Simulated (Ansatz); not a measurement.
# Tl2S (model cell, started as cuprite): a soft mode frozen in, part 2 of 3

Which phase does Tl2S (model cell, started as cuprite) fall into along its unstable mode, and how much energy does it gain?

Ansatz 0.2.0; DFT PBEsol, scalar-relativistic, plane waves, PAW.

So far, highest frequency on the path or at a solved wavevector (cm⁻¹): step 2 (phonons on a q mesh) 134. Also lowest frequency on the path (cm⁻¹): step 2 -147.

The structure was built from a prototype and need not be the compound's stable phase.

### 5. Energy along the mode, all amplitudes (two of the runs are shown above)

An imaginary frequency means negative curvature, so the energy should fall and then rise again as anharmonic terms take over.

Numbers from this step:

```
depth at the lowest point sampled  : 26.54 meV/atom
largest atomic shift at that point : 0.45 Å
```

Table of energy from the parent by largest atomic shift:

```
largest atomic shift (Å)  energy from the parent (meV/atom)
                   0.000                                  0
                   0.040                              -0.76
                   0.080                              -2.87
                   0.140                              -7.67
                   0.220                              -15.3
                   0.320                              -23.6
                   0.450                              -26.5
                   0.600                              -3.50
```

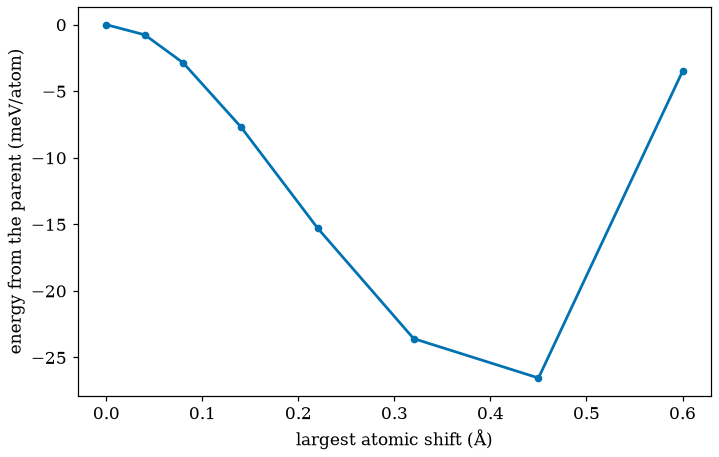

Energy from the parent, plotted against largest atomic shift.

Displacement at unit largest shift by atom:

| atom | x (Å) | y (Å) | z (Å) | size |
| --- | --- | --- | --- | --- |
| S1 | -0.707 | 0.000 | -0.707 | 1.000 |
| S2 | -0.707 | 0.000 | -0.707 | 1.000 |
| Tl3 | 0.053 | -0.005 | 0.053 | 0.075 |
| Tl4 | 0.058 | 0.000 | 0.058 | 0.082 |
| Tl5 | 0.053 | 0.005 | 0.053 | 0.075 |
| Tl6 | 0.058 | 0.000 | 0.058 | 0.082 |

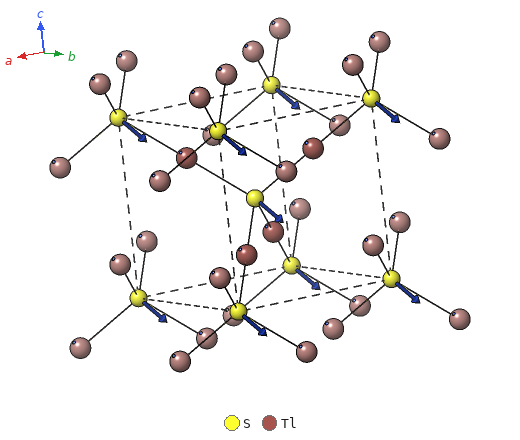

Displacement at unit largest shift as arrows, the longest 1.000 Å. Some periodic images of atoms are drawn too.

The lowest of the steps tried is at 0.45 Å, 26.5 meV/atom below the parent; the bottom of the well need not coincide with a step.

### 6. Relaxing from the distorted cell

Starting from the lowest point found, all atoms and the cell are let go, so that strain and other modes of the same symmetry can join in.

File input.yaml:

```yaml
crystal:
  lattice:
    - [6.6368285313, 0.0, 0.0]
    - [0.0, 6.6368285313, 0.0]
    - [0.0, 0.0, 6.6368285313]
  atoms:
    - { symbol: S, position: [-0.047944293, 0.0, -0.047944293] }
    - { symbol: S, position: [0.452055707, 0.5, 0.452055707] }
    - { symbol: Tl, position: [0.2535745245, 0.2496282836, 0.2535745245] }
    - { symbol: Tl, position: [0.7539462409, 0.75, 0.2539462409] }
    - { symbol: Tl, position: [0.7535745245, 0.2503717164, 0.7535745245] }
    - { symbol: Tl, position: [0.2539462409, 0.75, 0.7539462409] }
kpoints:
  mp_grid: { grid: [6, 6, 6] }
hamiltonian:
  xc: pbesol
scf:
  occupations: { method: methfessel_paxton, width: 0.2 }
output:
  forces: true
  stress: true
  eigenvalues: true
  write_density: true
  write_potential: true
  elf: true
  volumetric_format: npy
relax:
  adjacent_minimum: "off"
  f_tol: 0.002
  max_steps: 120
  cell: { stress_tol: 0.03 }
```

On the command line:

```
ansatz run input.yaml --threads 8 --pin off --max-ram 14336MiB --backend cpu --events-out ev --progress --plain --runs-dir out
```

Numbers of over 12 decimals in the logs are rounded to 6 here.

Output:

```text
[...]
Crystal: 6 atoms, lattice volume = 292.336 Å³
Basis set: ecut = 420 eV, 5695 PW (Γ), exchange–correlation on 90×90×90 points (8 copies of the dense FFT grid, shifted against one another)
Bands: 39, of which v1, the nominal top of the filled ones, is band 32 counted from 1 (31 counted from 0)
Symmetry: 4 space group operations
[...]
k-points: 52 of 216 (time reversal used)
[...]
SCF iter   1: F=—  HF=-46950.769863 eV  |F-HF|=—  |Δ(HF+E_count)|=         —  Δρ=3.07e-3  dr2=4.45e-2  ethr=1.77e-3  ⟨swp⟩=6.4  Hψ=7440  notcnv=0
[...]
SCF iter   8: F=-46950.777740 eV  HF=-46950.777740 eV  |F-HF|=2.74e-8  |Δ(HF+E_count)|=   5.13e-7  S|Δr|=    0.00e0  Δρ=1.75e-6  dr2=2.03e-8  ethr=1.56e-10  ⟨swp⟩=13.8  Hψ=14872  notcnv=0
SCF 1 converged in 8 iterations: F = -46950.777740 eV  dr2 = 2.03e-8
[...]
relax step   1: F+E_penalty+E_count = -46950.77773970 eV  Δ(F+E_penalty+E_count) = +0.000e0 eV  max|allowed force component| = 7.908e-1 eV/Å  Δτ_max = 0.0000 Å  P = +0.490 GPa  Ω = 292.336 Å³  (8 SCF iters, dr2 threshold 1.00e-7 eV, accepted)
Crystal: 6 atoms, lattice volume = 295.835 Å³
Basis set: ecut = 420 eV, 5761 PW (Γ), exchange–correlation on 90×90×90 points (8 copies of the dense FFT grid, shifted against one another)
[...]
SCF iter   7: F=-46951.180175 eV  HF=-46951.180174 eV  |F-HF|=1.02e-6  |Δ(HF+E_count)|=   9.39e-6  S|Δr|=    0.00e0  Δρ=9.02e-6  dr2=4.58e-7  ethr=9.37e-10  ⟨swp⟩=9.6  Hψ=16229  notcnv=0
WARN: on these k-points the computed levels leave a gap of 0.7107 eV at the electron count, 3.6 widths of the methfessel_paxton smearing (0.2000 eV); against the step filling of these same bands (every level under the gap full, every level over it empty) smearing changes F+E_penalty+E_count by +0.092 meV and its σ→0 estimate by -0.144 meV; at least one of the two is larger in size than the energy tolerance (0.100 meV [...]
SCF 2 converged in 7 iterations: F = -46951.180175 eV  dr2 = 4.58e-7
[...]
relax step   2: F+E_penalty+E_count = -46951.18017473 eV  Δ(F+E_penalty+E_count) = -4.024e-1 eV  max|allowed force component| = 2.440e-1 eV/Å  Δτ_max = 0.1911 Å  P = -0.624 GPa  Ω = 295.835 Å³  energy of the carried Pulay correction = -3.635e-4 eV  (7 SCF iters, dr2 threshold 6.00e-7 eV, accepted)
Crystal: 6 atoms, lattice volume = 288.608 Å³
Basis set: ecut = 420 eV, 5643 PW (Γ), exchange–correlation on 90×90×90 points (8 copies of the dense FFT grid, shifted against one another)
[...]
SCF iter   7: F=-46951.502108 eV  HF=-46951.502107 eV  |F-HF|=8.32e-7  |Δ(HF+E_count)|=   9.41e-6  S|Δr|=    0.00e0  Δρ=9.36e-6  dr2=4.56e-7  ethr=9.37e-10  ⟨swp⟩=12.7  Hψ=16483  notcnv=0
SCF 3 converged in 7 iterations: F = -46951.502108 eV  dr2 = 4.56e-7
relax step   3: F+E_penalty+E_count = -46951.50210825 eV  Δ(F+E_penalty+E_count) = -3.219e-1 eV  max|allowed force component| = 2.325e-1 eV/Å  Δτ_max = 0.1951 Å  P = -1.439 GPa  Ω = 288.608 Å³  energy of the carried Pulay correction = +3.937e-4 eV  (7 SCF iters, dr2 threshold 6.00e-7 eV, accepted)
[... from here on, the SCF cycles and remarks between the steps are left out ...]
relax step   4: F+E_penalty+E_count = -46951.86591285 eV  Δ(F+E_penalty+E_count) = -3.638e-1 eV  max|allowed force component| = 1.359e-1 eV/Å  Δτ_max = 0.1978 Å  P = -2.136 GPa  Ω = 269.573 Å³  energy of the carried Pulay correction = +2.515e-3 eV  (7 SCF iters, dr2 threshold 6.00e-7 eV, accepted)
relax step   5: F+E_penalty+E_count = -46952.40755855 eV  Δ(F+E_penalty+E_count) = -5.416e-1 eV  max|allowed force component| = 6.906e-2 eV/Å  Δτ_max = 0.1934 Å  P = -2.330 GPa  Ω = 236.304 Å³  energy of the carried Pulay correction = +6.744e-3 eV  (7 SCF iters, dr2 threshold 6.00e-7 eV, accepted)
relax step   6: F+E_penalty+E_count = -46952.83695254 eV  Δ(F+E_penalty+E_count) = -4.294e-1 eV  max|allowed force component| = 6.222e-2 eV/Å  Δτ_max = 0.1435 Å  P = -1.208 GPa  Ω = 204.522 Å³  energy of the carried Pulay correction = +1.157e-2 eV  (8 SCF iters, dr2 threshold 6.00e-7 eV, accepted)
relax step   7: F+E_penalty+E_count = -46952.78254962 eV  Δ(F+E_penalty+E_count) = +5.440e-2 eV  max|allowed force component| = 4.353e-1 eV/Å  Δτ_max = 0.1770 Å  P = +1.979 GPa  Ω = 178.498 Å³  energy of the carried Pulay correction = +1.629e-2 eV  (7 SCF iters, dr2 threshold 6.00e-7 eV, rejected (line search))
relax step   8: F+E_penalty+E_count = -46952.92796715 eV  Δ(F+E_penalty+E_count) = -9.101e-2 eV  max|allowed force component| = 9.636e-2 eV/Å  Δτ_max = 0.0609 Å  P = -0.159 GPa  Ω = 193.498 Å³  energy of the carried Pulay correction = +1.347e-2 eV  (12 SCF iters, accepted)
relax step   9: F+E_penalty+E_count = -46953.02146247 eV  Δ(F+E_penalty+E_count) = -9.350e-2 eV  max|allowed force component| = 7.121e-2 eV/Å  Δτ_max = 0.1000 Å  P = +0.140 GPa  Ω = 188.535 Å³  energy of the carried Pulay correction = +1.437e-2 eV  (6 SCF iters, dr2 threshold 6.00e-7 eV, accepted)
relax step  10: F+E_penalty+E_count = -46953.11434777 eV  Δ(F+E_penalty+E_count) = -9.289e-2 eV  max|allowed force component| = 1.940e-1 eV/Å  Δτ_max = 0.1443 Å  P = +1.279 GPa  Ω = 177.610 Å³  energy of the carried Pulay correction = +1.646e-2 eV  (6 SCF iters, dr2 threshold 6.00e-7 eV, accepted)
relax step  11: F+E_penalty+E_count = -46953.34374108 eV  Δ(F+E_penalty+E_count) = -2.294e-1 eV  max|allowed force component| = 8.950e-2 eV/Å  Δτ_max = 0.1941 Å  P = +1.104 GPa  Ω = 173.289 Å³  energy of the carried Pulay correction = +1.733e-2 eV  (6 SCF iters, dr2 threshold 6.00e-7 eV, accepted)
relax step  12: F+E_penalty+E_count = -46953.52785572 eV  Δ(F+E_penalty+E_count) = -1.841e-1 eV  max|allowed force component| = 9.865e-2 eV/Å  Δτ_max = 0.1203 Å  P = +0.725 GPa  Ω = 170.585 Å³  energy of the carried Pulay correction = +1.789e-2 eV  (7 SCF iters, dr2 threshold 6.00e-7 eV, accepted)
relax step  13: F+E_penalty+E_count = -46953.67186915 eV  Δ(F+E_penalty+E_count) = -1.440e-1 eV  max|allowed force component| = 5.482e-2 eV/Å  Δτ_max = 0.1094 Å  P = +0.086 GPa  Ω = 168.557 Å³  energy of the carried Pulay correction = +1.831e-2 eV  (6 SCF iters, dr2 threshold 6.00e-7 eV, accepted)
relax step  14: F+E_penalty+E_count = -46953.71902654 eV  Δ(F+E_penalty+E_count) = -4.716e-2 eV  max|allowed force component| = 1.757e-1 eV/Å  Δτ_max = 0.0636 Å  P = +0.773 GPa  Ω = 162.215 Å³  energy of the carried Pulay correction = +1.968e-2 eV  (5 SCF iters, dr2 threshold 6.00e-7 eV, accepted)
relax step  15: F+E_penalty+E_count = -46953.60963875 eV  Δ(F+E_penalty+E_count) = +1.094e-1 eV  max|allowed force component| = 6.304e-1 eV/Å  Δτ_max = 0.1932 Å  P = -0.366 GPa  Ω = 160.902 Å³  energy of the carried Pulay correction = +1.998e-2 eV  (7 SCF iters, dr2 threshold 6.00e-7 eV, rejected (line search))
relax step  16: F+E_penalty+E_count = -46953.73207567 eV  Δ(F+E_penalty+E_count) = -1.305e-2 eV  max|allowed force component| = 1.966e-2 eV/Å  Δτ_max = 0.0414 Å  P = -0.280 GPa  Ω = 165.392 Å³  energy of the carried Pulay correction = +1.899e-2 eV  (10 SCF iters, accepted)
relax step  17: F+E_penalty+E_count = -46953.73340849 eV  Δ(F+E_penalty+E_count) = -1.333e-3 eV  max|allowed force component| = 3.519e-2 eV/Å  Δτ_max = 0.0208 Å  P = +0.161 GPa  Ω = 163.394 Å³  energy of the carried Pulay correction = +1.942e-2 eV  (5 SCF iters, dr2 threshold 4.53e-7 eV, accepted)
relax step  18: F+E_penalty+E_count = -46953.73406123 eV  Δ(F+E_penalty+E_count) = -6.527e-4 eV  max|allowed force component| = 3.445e-3 eV/Å  Δτ_max = 0.0095 Å  P = -0.015 GPa  Ω = 164.173 Å³  energy of the carried Pulay correction = +1.925e-2 eV  (5 SCF iters, dr2 threshold 2.79e-7 eV, accepted)
relax step  19: F+E_penalty+E_count = -46953.73412458 eV  Δ(F+E_penalty+E_count) = -6.335e-5 eV  max|allowed force component| = 6.045e-4 eV/Å  Δτ_max = 0.0062 Å  P = +0.001 GPa  Ω = 164.098 Å³  energy of the carried Pulay correction = +1.927e-2 eV  (6 SCF iters, dr2 threshold 7.42e-10 eV, accepted)
relax step  20: F+E_penalty+E_count = -46953.73076358 eV  Δ(F+E_penalty+E_count) = +3.361e-3 eV  max|allowed force component| = 6.040e-4 eV/Å  Δτ_max = 0.0000 Å  P = -0.024 GPa  Ω = 164.098 Å³  stress off target by 3.33e-2 GPa  SCF on the basis re-selected at this cell (its energy is not comparable with the rows above)  (6 SCF iters)
relax step  21: F+E_penalty+E_count = -46953.73082540 eV  Δ(F+E_penalty+E_count) = -6.181e-5 eV  max|allowed force component| = 4.386e-4 eV/Å  Δτ_max = 0.0019 Å  P = -0.000 GPa  Ω = 163.916 Å³  energy of the carried Pulay correction = +3.203e-5 eV  (5 SCF iters, dr2 threshold 2.77e-9 eV, accepted)
[...]
SCF iter   4: F=-46953.730793 eV  HF=-46953.730793 eV  |F-HF|=0.00e0  |Δ(HF+E_count)|=  1.60e-10  S|Δr|=    0.00e0  Δρ=7.46e-8  dr2=1.66e-11  ethr=1.00e-12  ⟨swp⟩=5.3  Hψ=10069  notcnv=0
SCF 22 converged in 4 iterations: F = -46953.730793 eV  dr2 = 1.66e-11
relax step  22: F+E_penalty+E_count = -46953.73079288 eV  Δ(F+E_penalty+E_count) = +3.252e-5 eV  max|allowed force component| = 4.385e-4 eV/Å  Δτ_max = 0.0000 Å  P = -0.000 GPa  Ω = 163.916 Å³  stress off target by 3.35e-3 GPa  SCF on the basis re-selected at this cell (its energy is not comparable with the rows above)  (4 SCF iters)
[...]
SCF converged after 4 iterations
[...]
Free energy (F): -46953.730793 eV
[...]
Internal energy: -46953.735739 eV  (E = F + TS)
E sigma→0 (E₀):  -46953.732030 eV
Entropy (-TS):   0.004947 eV (0.824 meV/atom)
Fermi energy:    7.964424 eV
[...]
--- Forces (eV/Å), atoms counted from 1 ---
  atom   1  S     -0.00015292    -0.00006353    -0.00015292
  atom   2  S     -0.00015292     0.00006353    -0.00015292
  atom   3  Tl     0.00014402    -0.00043855     0.00014402
  atom   4  Tl     0.00000878    -0.00000000     0.00000878
  atom   5  Tl     0.00014402     0.00043855     0.00014402
  atom   6  Tl     0.00000878     0.00000000     0.00000878
  max |Σ_I F_I| component: 2.56e-7 eV/Å
--- Stress (GPa, compression-positive) ---
       -0.001926       0.000000       0.000061
        0.000000       0.003348       0.000000
        0.000061       0.000000      -0.001926
  P = ⅓ Tr σ = -0.0002 GPa (-0.002 kbar)
--- Band table (eV; the first three rows and the last of 52) ---
  k-point 0: bands = [... 28 lower, 6.4312, 6.4312, 6.4406, 8.4845, 9.6525, 9.6525, 10.3942, 11.2579, ... 3 higher]
  k-point 1: bands = [... 28 lower, 6.4657, 6.4952, 6.5357, 8.2659, 9.7458, 9.8718, 10.2998, 10.7444, ... 3 higher]
  k-point 2: bands = [... 28 lower, 6.4712, 6.7517, 7.2033, 7.6787, 9.1590, 9.7127, 10.3708, 10.9659, ... 3 higher]
  k-point 51: bands = [... 28 lower, 6.5198, 6.5198, 7.2264, 7.2264, 7.7232, 7.7232, 11.3560, 11.3560, ... 3 higher]
--- Relaxed structure (20 steps of the walk, 18 accepted, 2 SCFs on fresh bases) ---
  F+E_penalty+E_count = -46953.73079288 eV   max|allowed force component| = 4.385e-4 eV/Å   (the final SCF, on the basis selected at the relaxed cell)
  cell:  # Å, volume = 163.9160 Å³
    - [4.734671, 0.0, -8.733061543231302e-6]
    - [0.0, 7.312095, 0.0]
    - [-8.733061543231302e-6, 0.0, 4.734671]
  atoms:
    - { symbol: S, position: [-0.180093, 0.034373, -0.180093] }
    - { symbol: S, position: [0.319907, 0.465627, 0.319907] }
    - { symbol: Tl, position: [0.319803, 0.097179, 0.319803] }
    - { symbol: Tl, position: [0.819866, 0.750000, 0.319866] }
    - { symbol: Tl, position: [0.819803, 0.402821, 0.819803] }
    - { symbol: Tl, position: [0.319866, 0.750000, 0.819866251908] }
```

Wall time 4.4 min (8 threads of Arm Neoverse N1, shared host); peak memory 1.1 GiB; 34 min of CPU time.

Step by step:

```
step  energy less that of the first step (eV)  largest force component (eV/Å)  pressure (GPa)  volume (Å³)
   1                                   0.0000                          0.7908            0.49       292.34
   2                                  -0.4024                          0.2440           -0.62       295.84
   3                                  -0.7244                          0.2325           -1.44       288.61
   4                                  -1.0882                          0.1359           -2.14       269.57
   5                                  -1.6298                          0.0691           -2.33       236.30
   6                                  -2.0592                          0.0622           -1.21       204.52
   7                                  -2.0048                          0.4353            1.98       178.50
   8                                  -2.1502                          0.0964           -0.16       193.50
   9                                  -2.2437                          0.0712            0.14       188.54
  10                                  -2.3366                          0.1940            1.28       177.61
  11                                  -2.5660                          0.0895            1.10       173.29
  12                                  -2.7501                          0.0987            0.73       170.58
  13                                  -2.8941                          0.0548            0.09       168.56
  14                                  -2.9413                          0.1757            0.77       162.21
  15                                  -2.8319                          0.6304           -0.37       160.90
  16                                  -2.9543                          0.0197           -0.28       165.39
  17                                  -2.9557                          0.0352            0.16       163.39
  18                                  -2.9563                          0.0034           -0.01       164.17
  19                                  -2.9564                          0.0006            0.00       164.10
 20*                                  -2.9530                          0.0006           -0.02       164.10
  21                                  -2.9531                          0.0004            0.00       163.92
 22*                                  -2.9531                          0.0004            0.00       163.92
```

Relaxation steps marked * repeat the geometry before them on a plane-wave basis chosen anew for their cell, so energy and pressure can jump there. Relaxation steps 7, 15 were tried and not accepted.

Forces are held to the 4 operations that the run works with; a distortion that breaks them can't arise in this run.

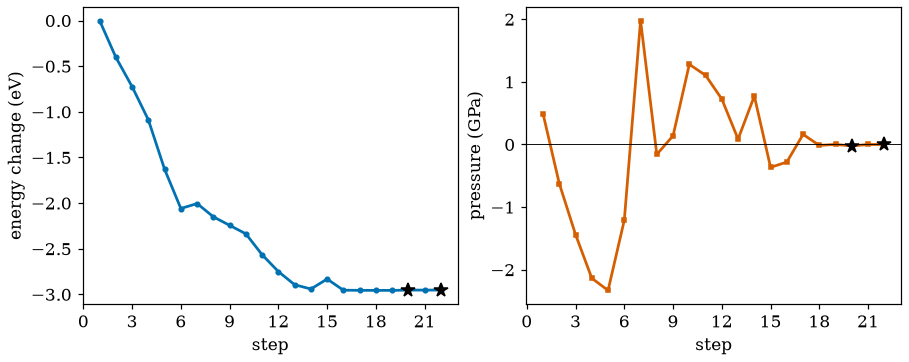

Energy and pressure along the relaxation. Stars mark steps on a basis chosen anew.

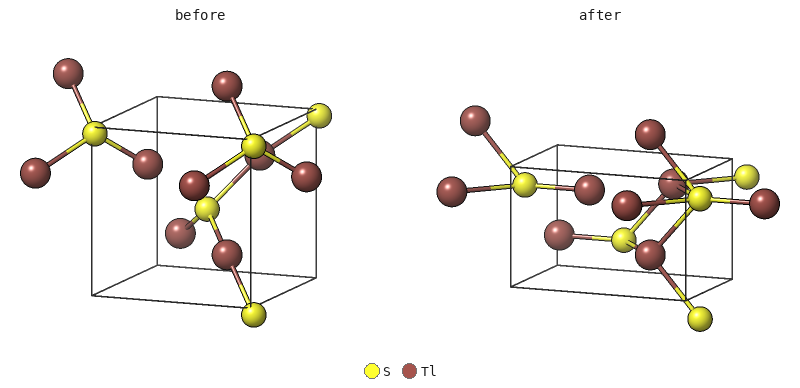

Before and after, at one scale.

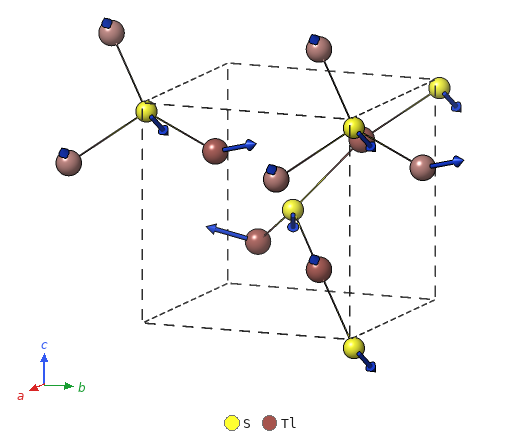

Displacements in the relaxation, exaggerated, measured against the changing cell; the longest in the cell stands for 1.20 Å. Some periodic images of atoms are drawn too.

```
     cell as run  before  after   change
           a (Å)   6.637  4.735  -28.7 %
           b (Å)   6.637  7.312  +10.2 %
           c (Å)   6.637  4.735  -28.7 %
volume (Å³/atom)   48.72  27.32  -43.9 %
```

The atoms that moved most (Å, as changes of fractional coordinates times the final cell):

| atom | dx | dy | dz | length |
| --- | --- | --- | --- | --- |
| Tl5 | 0.314 | 1.115 | 0.314 | 1.200 |
| Tl3 | 0.314 | -1.115 | 0.314 | 1.200 |
| S1 | -0.626 | 0.251 | -0.626 | 0.920 |
| S2 | -0.626 | -0.251 | -0.626 | 0.920 |
| Tl4 | 0.312 | 0.000 | 0.312 | 0.441 |
| Tl6 | 0.312 | 0.000 | 0.312 | 0.441 |

Final coordinates:

```xyz
6
Lattice="4.7347 0.0000 0.0000 0.0000 7.3121 0.0000 0.0000 0.0000 4.7347" Properties=species:S:1:pos:R:3 pbc="T T T"
S    -0.8527    0.2513   -0.8527
S     1.5147    3.4047    1.5147
Tl    1.5142    0.7106    1.5142
Tl    3.8818    5.4841    1.5145
Tl    3.8815    2.9455    3.8815
Tl    1.5145    5.4841    3.8818
```

This step gave:

| Item | Value |
| --- | --- |
| pressure | -1.68e-4 GPa |
| volume per atom | 27.32 Å³ |
| gap on the k-mesh | 0 eV |

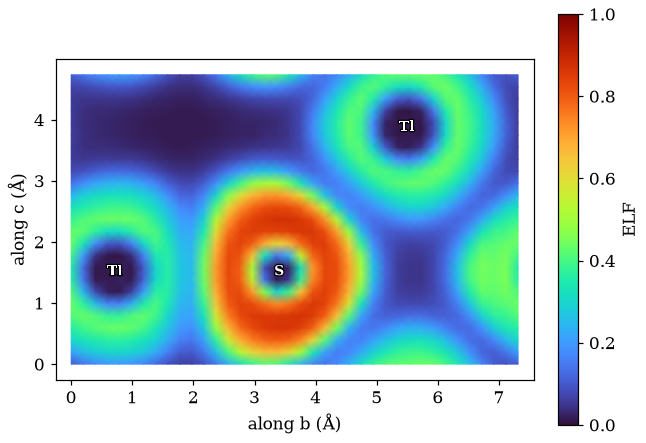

ELF in the bc plane at fractional x = 0.320, with atoms of S and Tl within 0.2 Å of it. It is the smooth field of the valence electrons, not physical close to the nuclei.

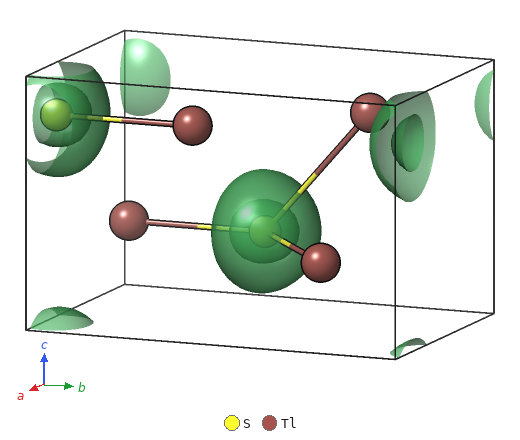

Surface of ELF = 0.79.

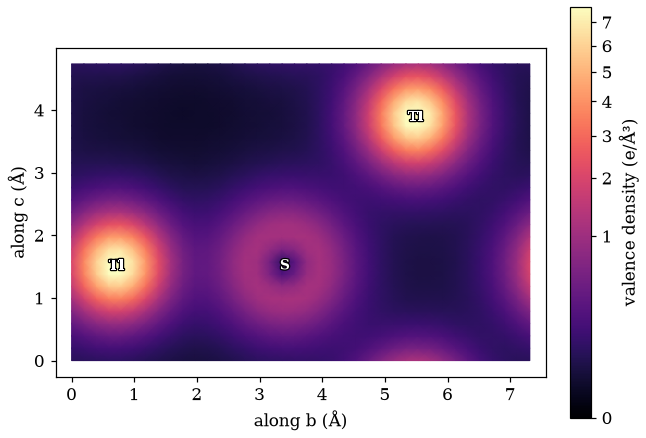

Valence density in the bc plane at fractional x = 0.320, with atoms of S and Tl within 0.2 Å of it. It is the smooth field of the valence electrons, not physical close to the nuclei. The colour scale is stretched toward low values.

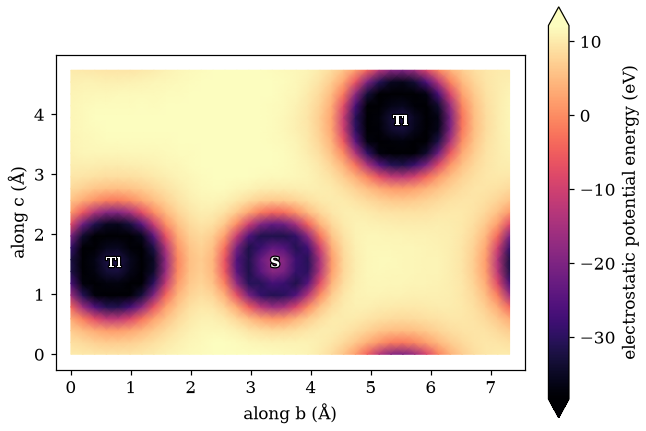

Electrostatic potential energy in the bc plane at fractional x = 0.320, with atoms of S and Tl within 0.2 Å of it. With pseudopotentials it is smooth inside the atoms' cores, unlike the true potential.

The distorted start has space group Aem2; the relaxation ends in P4/nmm.

[end of part 2 of 3]

[Logs are printed without paths, hosts, clocks, repeated set-up lines and the standing remarks that a program may print on its own settings, such as how far it seeks lower states.]

[Hosts, paths, dates, database ids (printed as entryN), source tags and the programs' standing remarks are cut or masked in the printed files.]
